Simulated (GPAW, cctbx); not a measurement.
# Mg3FeS4: deformation density and structure factors from DFT

Question: by how much does bonding change the X-ray structure factors of Mg3FeS4, and what does a routine refinement make of it?

The cell comes from substitution in a known structure type and wasn't matched to any measured phase. All numbers below are calculated.

## Step 1: Find the equilibrium geometry

The density hangs on the geometry, so cell and atoms are relaxed first, with the symmetry held. The cutoff is set higher than for the density because stress converges slowly with plane waves.

Settings: GPAW 26.7.0, PBE, 570 eV, 3×3×3 k-points, Fermi–Dirac width 0.05 eV, spin-polarised, BFGS to 0.03 eV/Å.

```text
cell
1.0
     5.437000000    0.000000000    0.000000000
     0.000000000    5.437000000    0.000000000
     0.000000000    0.000000000    5.437000000
Fe S Mg
1 4 3
Direct
0.000000000 0.000000000 0.000000000
0.249200000 0.249200000 0.249200000
0.249200000 0.750800000 0.750800000
0.750800000 0.249200000 0.750800000
0.750800000 0.750800000 0.249200000
0.000000000 0.500000000 0.500000000
0.500000000 0.000000000 0.500000000
0.500000000 0.500000000 0.000000000
```

```console
$ OMP_NUM_THREADS=1 mpirun -n 4 gpaw python run.py > gpaw.log
```

```text
BFGS:    0      -38.494360        0.941831
BFGS:    1      -38.558118        0.886755
BFGS:    2      -38.851253        0.426977
BFGS:    3      -38.870110        0.402734
BFGS:    4      -38.951387        0.227233
BFGS:    5      -38.960813        0.083144
BFGS:    6      -38.962053        0.007873
cell  5.6270 5.6270 5.6270  90.00 90.00 90.00
volume 178.165 A^3, largest force 0.004 eV/A, largest stress 0.04 GPa
```

After 6 steps the volume has changed by +10.9 % and the energy by -0.468 eV; the largest stress left is 0.04 GPa. It took 2.3 min on 4 cores of Arm Neoverse N1 (shared host), peak memory 1.2 GiB.

Relaxed structure: P-43m (no. 215), a = 5.6270 Å, b = 5.6270 Å, c = 5.6270 Å, α = 90.00°, β = 90.00°, γ = 90.00°.

| atom | mult. | x | y | z |
| --- | --- | --- | --- | --- |
| Fe1 | 1 | 0 | 0 | 0 |
| S1 | 4 | 0.2423 | 0.2423 | 0.2423 |
| Mg1 | 3 | 0 | 1/2 | 1/2 |

## Step 2: Density and charge transfer

X-rays see the whole electron density, so the PAW density is rebuilt with its core regions. Subtracting spherical free atoms from the same code cancels the cores and leaves the deformation density Δρ, the part due to bonding.

Settings: PBE, 450 eV, 4×4×4 k-points, Fermi–Dirac width 0.05 eV, spin-polarised; primitive cell of 8 atoms.

```console
$ OMP_NUM_THREADS=1 mpirun -n 4 gpaw python run.py > gpaw.log
```

```text
|iter:   1|       0s |  -39.890821 | +0.04 |       |  +3.0048|
|iter:   2|       3s |  -39.635837 | -1.28 | -0.99 |  +3.0546|
|iter:   3|       6s |  -39.363769 | -0.89 | -1.03 |  +3.5362|
...
|iter:  10|      24s |  -38.819853c| -6.32 | -4.12c|  +4.0001|
|iter:  11|      26s |  -38.819853c| -7.14 | -4.76c|  +4.0000|
|iter:  12|      28s |  -38.819853c| -7.52c| -5.37c|  +4.0000|
```

```text
grid (56, 56, 56)  electrons 126.000  moved by bonding 2.045 e
deformation density beyond 0.5 A of the nuclei: max 0.529, min -0.222 e/A^3
atom        x       y       z   Voronoi charge  moment
Fe1    0.0000  0.0000  0.0000      0.159       3.21
S 2    0.2423  0.2423  0.2423     -0.317       0.05
S 3    0.2423  0.7577  0.7577     -0.317       0.05
S 4    0.7577  0.2423  0.7577     -0.317       0.05
S 5    0.7577  0.7577  0.2423     -0.317       0.05
Mg6    0.0000  0.5000  0.5000      0.370       0.01
Mg7    0.5000  0.0000  0.5000      0.370       0.01
Mg8    0.5000  0.5000  0.0000      0.370       0.01
mean inner potential of superposed free atoms 11.425 V
total magnetic moment 4.000 muB
```

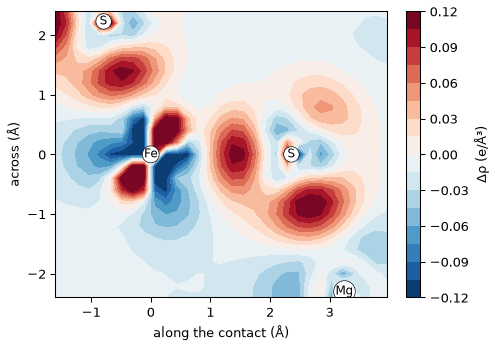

Deformation density in a plane through the shortest contact of the Fe atom at the origin; red gains electrons, blue loses them.

S gains most (-0.32 e) and Mg loses most (+0.37 e), as electronegativity suggests. Such charges fall far short of formal ones, since overlapping free atoms already put density on their neighbours. Along the shortest contact from the Fe atom at the map's origin, Fe–S at 2.36 Å, Δρ is +0.08 e/Å³ at the midpoint and highest, +0.12, 1.41 Å from Fe (points within 0.5 Å of a nucleus left out): little sits at the middle, as in a polar contact, whose build-up shifts to the more electronegative atom. At the midpoints of other shortest contacts it is +0.09 (S–Mg, 2.46 Å) e/Å³. Point values carry grid noise of about 0.01 e/Å³. The cell's moment is 4.00 μB; the largest inside an atomic sphere is 3.21 μB. The run needed 12 iterations, 39 s.

## Step 3: From the density to structure factors

The Fourier components of Δρ, added to those of the free atoms, give the static X-ray structure factors; the Mott–Bethe relation turns them into the Fourier components V of the potential that fast electrons feel.

```text
static structure factors of the conventional cell: F in electrons, V (Mott-Bethe) in volts
   h  k  l      d  |F| table  |F| free   |F| DFT   change   |V| free  |V| DFT  change %
   0  1  0  5.6270    16.182    16.180    16.344    0.164     0.749    0.615    -17.8
   0  1  1  3.9789    12.904    12.887    13.000    0.113     0.514    0.468     -8.9
   1  1  1  3.2487    70.466    70.523    71.270    0.747     5.017    4.802     -4.3
   0  2  0  2.8135     1.284     1.163     0.594   -0.569     0.583    0.467    -19.9
   0  2  1  2.5165     9.191     9.115     9.219    0.104     0.293    0.276     -5.8
   1  2  1  2.2972    11.602    11.529    11.606    0.078     0.503    0.496     -1.5
   0  2  2  1.9894    81.727    81.626    81.525   -0.101     4.457    4.467      0.2
   1  2  2  1.8757    11.797    11.723    11.725    0.002     0.485    0.485     -0.0
   0  3  0  1.8757     4.385     4.298     4.439    0.141     0.039    0.027    -32.4
   0  3  1  1.7794     9.401     9.331     9.410    0.079     0.344    0.337     -1.9
   1  3  1  1.6966    53.401    53.316    52.994   -0.321     2.619    2.645      1.0
   2  2  2  1.6244     3.349     3.140     3.623    0.483     0.288    0.319     10.8
   0  3  2  1.5606    13.964    13.929    13.926   -0.002     0.582    0.583      0.0
   1  3  2  1.5039     9.531     9.502     9.476   -0.026     0.362    0.363      0.4
```

The largest X-ray change is +0.75 e on 111, 1.1 % of |F|. For electrons V goes as (Z − F)/g², and among components above 0.1 V the largest relative change is this: |V| of 020 moves by -19.9 % (0.58 to 0.47 V) against -48.9 % in |F|. The last three rows still change by up to 0.48 e; the table stops while the angles are still low. The tabulated Hartree–Fock atoms differ from the free DFT atoms by up to 0.21 e, so the choice of reference atom matters too.

## Step 4: What a spherical-atom refinement makes of it

Routine crystallography fits spherical atoms. To see the bias, intensities are simulated from tabulated atoms plus the DFT change ΔF, so that bonding alone can misfit (6030 reflections of the full sphere, merged to the counts below, to 0.5 Å, 1 % proportional noise plus counting noise, assumed isotropic U as listed, Δρ smeared by the mean U) and refined with cctbx over different ranges.

| range | data | R1 | GooF | U Fe1 (true 0.0069) | U S1 (true 0.0081) | U Mg1 (true 0.0087) | largest shift (Å) | Δρ max, min (e/Å³) |
| --- | --- | --- | --- | --- | --- | --- | --- | --- |
| all data | 327 | 0.0053 | 1.41 | 0.0069 | 0.0081 | 0.0088 | 0.0001 | 0.24, -0.17 |
| low resolution, d > 0.84 | 80 | 0.0057 | 2.18 | 0.0069 | 0.0082 | 0.0088 | 0.0002 | 0.06, -0.06 |
| high order, d < 0.75 | 217 | 0.0052 | 1.04 | 0.0070 | 0.0081 | 0.0088 | 0.0001 | 0.18, -0.14 |
| occupancies free, d > 0.7 | 127 | 0.0051 | 1.81 | 0.0069 | 0.0082 | 0.0086 | 0.0002 | 0.08, -0.06 |

With all data GooF is 1.41, so the misfit of spherical atoms stands above the noise; the top residual peak lies 0.54 Å from Fe and 2.10 Å from S. No U is off by more than 3 s.u. at low resolution. With Fe1 held at 1 and the scale free, the other occupancies refine to S1 1.001(0.002) and Mg1 0.995(0.002), within three s.u. of full.

## Step 5: Answer

Bonding moves 2.04 e in the primitive cell of Mg3FeS4 and changes the structure factors of the conventional cell in the table above by at most 0.75 e (111, 1.1 %), and among reflections above 2 % of the strongest by up to 15.4 % (222). The shortest bond, Fe–S, has Δρ = +0.08 e/Å³ at its midpoint, low for a shared bond; with the charge transfer this is a polar contact. With all data GooF is 1.41, so the misfit of spherical atoms stands above the noise. Limits: static density, frozen cores, no spin–orbit coupling; a ferromagnetic start is the only order tried, and the real ground state may be antiferromagnetic or insulating; no Hubbard U on Fe.

[Outputs are excerpts: Python notices, other lines and further rows are left out; steps that failed or that the build refused (PBEsol, TPSS) are not shown.]

[Logs are printed without paths, hosts, clocks, repeated set-up lines and the standing remarks that a program may print on its own settings, such as how far it seeks lower states.]
